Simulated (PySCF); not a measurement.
Molecule: SMILES CC(C)(C)C[SiH2]Cl (C5H13ClSi), singlet. Atoms near the plane z = 0.0 Å, at the GFN2-xTB optimised geometry (x, y, z in Å): C1 (2.1, -0.1, 0.0), C2 (0.6, -0.1, 0.0), C3 (0.1, 1.3, 0.0), H8 (2.5, 0.4, 0.9), H9 (2.5, -1.1, 0.0), H10 (2.5, 0.4, -0.9), H11 (-1.0, 1.4, -0.1), H12 (0.6, 1.9, -0.8), H13 (0.4, 1.8, 0.9), H20 (-2.5, -1.4, 0.5).

Computed with PBE0/def2-SVP run with PySCF. Cells within 0.4 Å of a nucleus heavier than hydrogen are left out (blank, or x). The values are rescaled to run from 0 to 1.

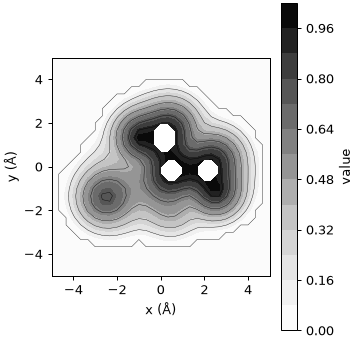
Fig. 1. a field on the plane z = 0.0 Å.

### Question
Which quantity is mapped?
(A) deformation density (molecule minus spherical neutral atoms)
(B) electrostatic potential
(C) log10 of the electron density
(D) Laplacian of the electron density

### Answer
C, log10 of the electron density. In full: log10 of the electron density (e/bohr³), floored at −4.
